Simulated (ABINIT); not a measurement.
# A GW chain in ABINIT: Ga2O3 (R-3c)

Aim: the G0W0 gap of Ga2O3 (R-3c) on LDA, step by step.

Main program and level: ABINIT 10.8.3; LDA and many-body steps on it, plane waves.

**The experiments to reproduce.**

- Gap 5.15 eV: optical gap from Tauc plot assuming direct gap; lower end of the 5.15-5.20 eV range for alpha-phase films; UV-vis transmittance/reflectance, Tauc plot; film on c-plane sapphire (“Low temperature growth and optical properties of alpha-Ga2O3 deposited on sapphire by plasma enhanced atomic layer deposition”, 2019, arxiv:1908.06914).

- Gap 5.2 eV: optical gap from Tauc plot assuming direct gap; largest value, film grown at 250 C; UV-vis transmittance/reflectance, Tauc plot; film on c-plane sapphire (“Low temperature growth and optical properties of alpha-Ga2O3 deposited on sapphire by plasma enhanced atomic layer deposition”, 2019, arxiv:1908.06914).

- Gap 5.6 eV: direct band-to-band gap from Tauc plot; UV-Vis absorption, Tauc plot; film (163 nm mist CVD film on c-plane sapphire) on Al2O3 (sapphire) (“Optical properties of mist CVD grown alpha-Ga2O3”, 2019, arxiv:1907.13072).

- Gap 5.04 eV: direct optical gap from Tauc plot; UV-vis transmittance, Tauc plot; film on Al2O3 (“Ti Alloyed α-Ga2O3: Route towards Wide Band Gap Engineering”, 2020, pmc:7766553).

- Gap 5.62 ± 0.02 eV: lowest direct band-to-band transition E0, E parallel to c (M1-type CP); abstract instead prints 5.44 eV, which Table III gives as the exciton energy; generalized spectroscopic ellipsometry, critical-point model; 300 K; film (51.8 nm PAMBE film, fully lattice-relaxed) on m-plane Al2O3 (“Anisotropic dielectric functions, band-to-band transitions, and critical points in alpha-Ga2O3”, 2021, arxiv:2101.06595).

This is a selection; 2 further reports are not listed.

Most raw output is cut from this account.

## (1) The structure

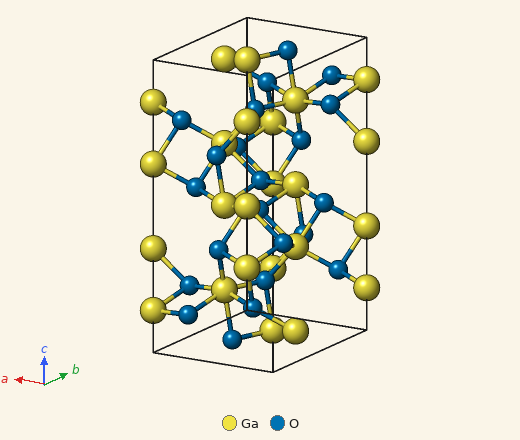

The starting structure, seen from a free direction (gallium yellow, oxygen blue). This picture shows the conventional cell, with its axes. Some periodic images of atoms are drawn too.

The cell and positions are those that the Materials Project relaxed with its own functionals (PBE, PBE+U or r2SCAN), kept fixed. This is not the form that Ga2O3 usually takes at ambient conditions.

## (2) Ground state

This step: ABINIT 10.8.3; DFT, LDA, plane waves, norm-conserving pseudopotentials.

The ground-state density comes first.

Input file run.abi:

```
acell 3*1.0 Angstrom
rprim 
  2.498699193881 1.442624652211 4.483549768500
  -2.498699193881 1.442624652211 4.483549768500
  0.000000000000 -2.885249304422 4.483549768500
ntypat 2
znucl 31 8
natom 10
typat 1 1 1 1 2 2 2 2 2 2
xred 
  0.855585580000 0.855585580000 0.855585580000
  0.644414420000 0.644414420000 0.644414420000
  0.144414420000 0.144414420000 0.144414420000
  0.355585580000 0.355585580000 0.355585580000
  0.750000000000 0.446832820000 0.053167180000
  0.446832820000 0.053167180000 0.750000000000
  0.053167180000 0.750000000000 0.446832820000
  0.250000000000 0.553167180000 0.946832820000
  0.946832820000 0.250000000000 0.553167180000
  0.553167180000 0.946832820000 0.250000000000
pp_dirpath "pseudos"
pseudos "Ga.upf, O.upf"
ecut 45
ngkpt 4 4 4
nshiftk 1
shiftk 0 0 0
kptopt 1
chksymbreak 0
nband 69
occopt 1
tolvrs 1e-08
nstep 60
prtwf 0
optforces 0
optstress 0
indata_prefix "in"
outdata_prefix "out"
tmpdata_prefix "tmp"
```

Started as:

```console
$ OMP_NUM_THREADS=1 mpirun -n 4 abinit run.abi > log
```

Elapsed: 2.5 min, on 4 MPI ranks of Arm Neoverse V1, shared host; peak memory 0.6 GiB.

Numbers from this step:

```yaml
total_energy: -29691.7064 eV
gap: 2.774 eV
k_of_the_valence_top: 0.25, 0, 0
k_of_the_conduction_bottom: 0, 0, 0
least_direct_gap: 2.991 eV
```

The gap is indirect, with the least direct gap 0.22 eV higher.

## (3) Bands along the symmetry lines

The cheap functional maps the bands first; the places of the edges decide which points the dearer methods must see.

Changes to run.abi since step 2:

```diff
@@ -23,14 +23,45 @@
 ecut 45
-ngkpt 4 4 4
-nshiftk 1
-shiftk 0 0 0
-kptopt 1
-chksymbreak 0
-nband 69
-occopt 1
-tolvrs 1e-08
-nstep 60
+iscf -2
+irdden 1
+kptopt 0
+nkpt 31
+kpt 
+  0.00000000 0.00000000 0.00000000
+  0.12500000 0.12500000 0.12500000
+  0.25000000 0.25000000 0.25000000
+  0.37500000 0.37500000 0.37500000
+  0.50000000 0.50000000 0.50000000
+  0.56607847 0.43392153 0.50000000
+  0.63215694 0.36784306 0.50000000
+  0.69823542 0.30176458 0.50000000
+  0.76431389 0.23568611 0.50000000
+  0.50000000 -0.23568611 0.23568611
+  0.50000000 -0.17676458 0.17676458
+  0.50000000 -0.11784306 0.11784306
+  0.50000000 -0.05892153 0.05892153
+  0.50000000 0.00000000 0.00000000
+  0.37500000 0.00000000 0.00000000
+  0.25000000 0.00000000 0.00000000
+  0.12500000 0.00000000 0.00000000
+  0.00000000 0.00000000 0.00000000
+  0.09196076 -0.09196076 0.00000000
+  0.18392153 -0.18392153 0.00000000
+  0.27588229 -0.27588229 0.00000000
+  0.36784305 -0.36784305 0.00000000
+  0.63215695 0.00000000 0.36784305
+  0.59911771 0.00000000 0.40088229
+  0.56607848 0.00000000 0.43392153
+  0.53303924 0.00000000 0.46696076
+  0.50000000 0.00000000 0.50000000
+  0.37500000 0.00000000 0.37500000
+  0.25000000 0.00000000 0.25000000
+  0.12500000 0.00000000 0.12500000
+  0.00000000 0.00000000 0.00000000
+istwfk *1
+nband 74
+nbdbuf 9
+tolwfr 1e-07
+nstep 50
 prtwf 0
-optforces 0
-optstress 0
+prtvol 0
 indata_prefix "in"
```

The job ended after 2.3 min (4 MPI ranks; peak memory 0.69 GiB; 9.1 min of CPU time).

Numbers from this step:

```
gap                        : 2.737 eV
k of the valence top       : 0.1839, -0.1839, 0
k of the conduction bottom : 0, 0, 0
least direct gap           : 2.991 eV
```

The gap is 2.737 eV, −0.037 eV from the run before at this level.

Electronic bands along the path, in eV, zero at the top of the highest filled band:

| point | band 57 | band 58 | band 59 | band 60 | band 61 | band 62 | band 63 | band 64 |
| --- | --- | --- | --- | --- | --- | --- | --- | --- |
| Γ | -0.32 | -0.32 | -0.25 | -0.25 | 2.74 | 6.44 | 6.64 | 8.65 |
| T | -0.31 | -0.31 | -0.31 | -0.31 | 5.73 | 5.73 | 7.61 | 7.61 |
| H2 | -0.58 | -0.58 | -0.34 | -0.34 | 6.52 | 6.52 | 7.06 | 7.06 |
| jump to H0 | -0.58 | -0.58 | -0.34 | -0.34 | 6.52 | 6.52 | 7.06 | 7.06 |
| L | -0.99 | -0.99 | -0.15 | -0.15 | 6.24 | 6.24 | 6.54 | 6.54 |
| Γ | -0.32 | -0.32 | -0.25 | -0.25 | 2.74 | 6.44 | 6.64 | 8.65 |
| S0 | -0.62 | -0.52 | -0.49 | -0.18 | 6.34 | 6.42 | 7.00 | 7.00 |
| jump to S2 | -0.62 | -0.52 | -0.49 | -0.18 | 6.34 | 6.42 | 7.00 | 7.00 |
| F | -0.87 | -0.72 | -0.26 | -0.15 | 6.39 | 6.55 | 7.37 | 7.50 |
| Γ | -0.32 | -0.32 | -0.25 | -0.25 | 2.74 | 6.44 | 6.64 | 8.65 |

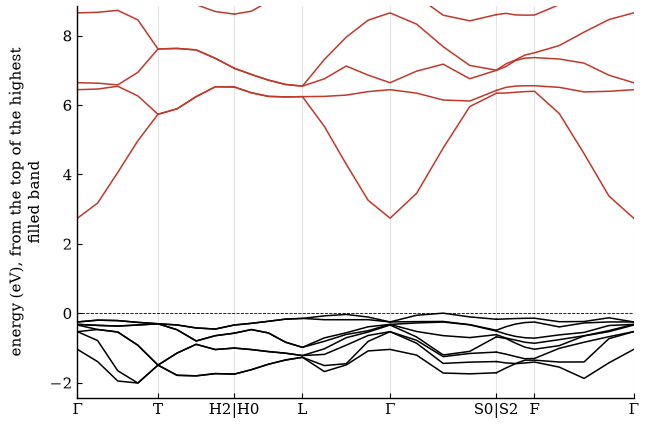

Electronic bands along the path; lines of filled and empty bands in two colours.

## (4) Empty states on the mesh, 2×2×2 mesh, 231 bands

The sums over transitions need many empty states on a uniform mesh; this step solves for them.

Input file run.abi:

```
acell 3*1.0 Angstrom
rprim 
  2.498699193881 1.442624652211 4.483549768500
  -2.498699193881 1.442624652211 4.483549768500
  0.000000000000 -2.885249304422 4.483549768500
ntypat 2
znucl 31 8
natom 10
typat 1 1 1 1 2 2 2 2 2 2
xred 
  0.855585580000 0.855585580000 0.855585580000
  0.644414420000 0.644414420000 0.644414420000
  0.144414420000 0.144414420000 0.144414420000
  0.355585580000 0.355585580000 0.355585580000
  0.750000000000 0.446832820000 0.053167180000
  0.446832820000 0.053167180000 0.750000000000
  0.053167180000 0.750000000000 0.446832820000
  0.250000000000 0.553167180000 0.946832820000
  0.946832820000 0.250000000000 0.553167180000
  0.553167180000 0.946832820000 0.250000000000
pp_dirpath "pseudos"
pseudos "Ga.upf, O.upf"
ecut 45
ngkpt 2 2 2
nshiftk 1
shiftk 0 0 0
kptopt 1
chksymbreak 0
iscf -2
irdden 1
istwfk *1
nband 231
nbdbuf 20
tolwfr 1e-09
nstep 60
prtvol 0
indata_prefix "in"
outdata_prefix "out"
tmpdata_prefix "tmp"
```

Wall time 1.9 min (4 MPI ranks); peak memory 0.47 GiB.

Numbers from this step:

* gap: 2.883 eV
* k of the valence top: 0.5, 0.5, 0
* k of the conduction bottom: 0, 0, 0
* least direct gap: 2.991 eV
* k points computed: 4
* lowest point of the top converged band, above the valence top: 70.8516 eV

On this mesh the gap is 2.883 eV. The earlier step found 2.774 eV, so this mesh misses an edge.

## (5) Screening, 2×2×2 mesh, 211 bands, screening to 106.1 eV

The RPA dielectric matrix is built and inverted for each q.

This step: RPA screening on LDA, plane waves, norm-conserving pseudopotentials.

Changes to run.abi since step 4:

```diff
@@ -28,10 +28,11 @@
 chksymbreak 0
-iscf -2
-irdden 1
 istwfk *1
-nband 231
-nbdbuf 20
-tolwfr 1e-09
-nstep 60
-prtvol 0
+occopt 1
+irdwfk 1
+optdriver 3
+nband 211
+ecuteps 3.9
+inclvkb 2
+awtr 1
+symchi 1
 indata_prefix "in"
```

Elapsed: 2.5 min, on 4 MPI ranks; peak memory 2.5 GiB; 9.9 min of CPU time.

Numbers from this step:

- ε∞ with local fields, on this mesh, along the program's q direction: 5.076
- the same without local fields: 5.293
- plasma frequency: 41.31 eV
- plane waves in the screening matrix: 247

Local fields lower ε∞ by 4 %. On a Γ-centred mesh this coarse the value itself is usually too large, while a short band sum pulls it down.

## (6) Self-energy, 2×2×2 mesh, 211 bands, screening to 106.1 eV

The self-energy is evaluated for the states that the input lists, and the levels follow from it, in one-shot runs by the linearised quasiparticle equation.

This step: G0W0 on LDA, plane waves, norm-conserving pseudopotentials.

Changes to run.abi since step 5:

```diff
@@ -31,8 +31,21 @@
 irdwfk 1
-optdriver 3
+optdriver 4
 nband 211
+gwcalctyp 0
+ecutsigx 45
+symsigma 1
+nkptgw 4
+kptgw 
+  0.0000000000 0.0000000000 0.0000000000
+  0.5000000000 0.0000000000 0.0000000000
+  0.5000000000 0.5000000000 0.0000000000
+  0.5000000000 0.5000000000 0.5000000000
+bdgw 
+  43 64
+  43 64
+  43 64
+  43 64
 ecuteps 3.9
-inclvkb 2
-awtr 1
-symchi 1
+irdscr 1
+ppmodel 1
 indata_prefix "in"
```

Elapsed: 1.8 min, on 4 MPI ranks; peak memory 3.1 GiB; 7.1 min of CPU time.

Numbers from this step:

```
G0W0 gap on the mesh                         : 4.615 eV
starting gap on the mesh                     : 2.883 eV
k of the valence top                         : 0.5, 0.5, 0
k of the conduction bottom                   : 0, 0, 0
Z at the valence top                         : 0.805
Z at the conduction bottom                   : 0.847
least direct G0W0 gap on the computed points : 4.702 eV
```

The gap on the mesh goes from 2.88 eV to 4.61 eV, a correction of +1.73 eV. The start differs from the 2.77 eV found before because the two sample other k points.

Limits: finite bands, cutoff and mesh; no spin-orbit coupling; coarse k mesh. v1 is the top filled band, c1 the lowest empty one. The levels before and after the correction (eV, zero at the valence-band top of each column):

|  | conduction bottom | valence top |
| --- | --- | --- |
| Kohn-Sham | 2.88 | 0.00 |
| G0W0 | 4.62 | 0.00 |

|  | level | energy (eV) |
| --- | --- | --- |
| Kohn-Sham | Γ v3 | -0.178 |
| Kohn-Sham | Γ v2-v1 | -0.108 |
| Kohn-Sham | Γ c1 | 2.883 |
| Kohn-Sham | Γ c2 | 6.586 |
| Kohn-Sham | Γ c3 | 6.787 |
| Kohn-Sham | (0.5 0.5 0) v3 | -0.575 |
| Kohn-Sham | (0.5 0.5 0) v2 | -0.110 |
| Kohn-Sham | (0.5 0.5 0) v1 | 0.000 |
| Kohn-Sham | (0.5 0.5 0) c1 | 6.540 |
| Kohn-Sham | (0.5 0.5 0) c2 | 6.700 |
| Kohn-Sham | (0.5 0.5 0) c3 | 7.511 |
| G0W0 | Γ v3 | -0.208 |
| G0W0 | Γ v2-v1 | -0.087 |
| G0W0 | Γ c1 | 4.615 |
| G0W0 | Γ c2 | 8.996 |
| G0W0 | Γ c3 | 8.783 |
| G0W0 | (0.5 0.5 0) v3 | -0.593 |
| G0W0 | (0.5 0.5 0) v2 | -0.095 |
| G0W0 | (0.5 0.5 0) v1 | 0.000 |
| G0W0 | (0.5 0.5 0) c1 | 8.755 |
| G0W0 | (0.5 0.5 0) c2 | 9.041 |
| G0W0 | (0.5 0.5 0) c3 | 9.822 |

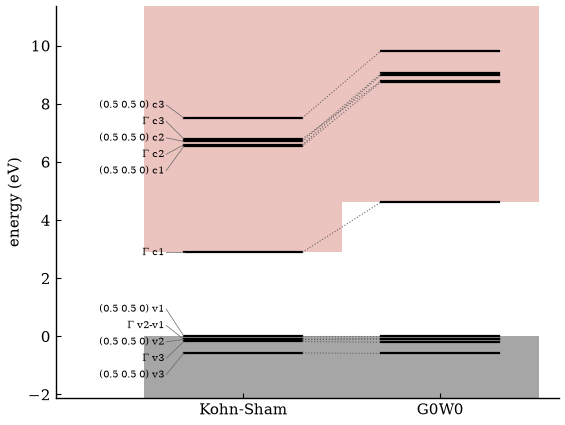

Levels before and after the correction. Shaded: valence and conduction bands.

## (7) Where the time went

Times are wall times on 4 MPI ranks of Arm Neoverse V1, shared host, good to a factor of about two.

| step | time | share | memory (GiB) |
| --- | --- | --- | --- |
| ground state | 2.5 min | 23 % | 0.6 |
| bands along the symmetry lines | 2.3 min | 21 % | 0.69 |
| empty states on the mesh | 1.9 min | 17 % | 0.47 |
| screening | 2.5 min | 23 % | 2.5 |
| self-energy | 1.8 min | 16 % | 3.1 |

## (8) Summary of results

```json
{
  "LDA gap": "2.74 eV, indirect",
  "G0W0 gap on the mesh": "4.61 eV",
  "G0W0 gap over the zone (rigid shift)": "4.47 eV",
  "GW settings": "2×2×2 mesh, 211 bands, screening to 106.1 eV, Godby-Needs plasmon pole",
  "known limits": "not at the basis limit; no spin-orbit coupling; coarse k mesh"
}
```

What this shows: G0W0 moves the gap on the mesh from 2.88 eV to 4.61 eV (+1.73 eV), with Z of 0.81 and 0.85 at the edges. The mesh misses the band edges by 0.15 eV in all; a rigid shift gives 4.47 eV for the zone. Local fields lower the RPA ε∞ on this mesh from 5.29 to 5.08; a Γ-centred mesh this coarse tends to raise both, most where the direct gap is narrow, while a short band sum lowers them. Against experiment, by G0W0@LDA: the direct gap of 4.70 eV lies −0.45 eV from the measured 5.15 eV (direct, on c-plane sapphire, 2019); the direct gap of 4.70 eV lies −0.50 eV from the measured 5.2 eV (direct, on c-plane sapphire, 2019); the direct gap of 4.70 eV lies −0.90 eV from the measured 5.6 eV (direct, on Al2O3 (sapphire), 2019); the direct gap of 4.70 eV lies −0.34 eV from the measured 5.04 eV (direct, on Al2O3, 2020); the direct gap of 4.70 eV lies −0.92 eV from the measured 5.62 ± 0.02 eV (direct, 300 K, on m-plane Al2O3, 2021). An exciton line or allowed optical edge lies below the quasiparticle gap by the binding energy; a forbidden edge can push the onset above it. The calculation has static nuclei and no excitons; a measured gap holds zero-point and thermal motion, which mostly lowers it. Against the values above the computed gap that would widen the miss. A likelier cause is too strong a screening: the start's gap is only 2.88 eV, the mesh is coarse, and one shot does not repair that. Bands and cutoff are finite, so the gap is not at the basis limit. The miss can reach some tenths of an eV and take either sign; the mesh is an error of its own. A denser mesh or path gives a starting gap of 2.74 eV: the GW mesh misses a band edge, so its gaps are not the fundamental one. The 2×2×2 mesh is coarse for this cell, which bears on the long-range parts of exchange and screening. The many-body steps are scalar-relativistic: spin-orbit coupling is not in them.

[Paths, hosts, dates, memory and timing lines, banners, echoed tables and standing remarks are left out of the program output.]

[Logs are printed without paths, hosts, clocks, repeated set-up lines and the standing remarks that a program may print on its own settings, such as how far it seeks lower states.]

[Runs of the session that timed out or met a known fault of the program may be left out.]

[No measured gap is set beside runs whose start may be inverted or whose files or cutoffs have a known fault.]

[Hosts, paths, dates, database ids (printed as entryN), source tags and the programs' standing remarks are cut or masked in the printed files.]

[G0W0 gaps are taken among the corrected bands and points alone; a level outside them can change the order at an edge.]

[Where Ansatz stands beside ABINIT at settings called matched, ABINIT's density can come from a denser mesh and the files from another edition; pairs whose starting gaps differed by over 0.03 eV were left out, so agreement reads better than it is.]
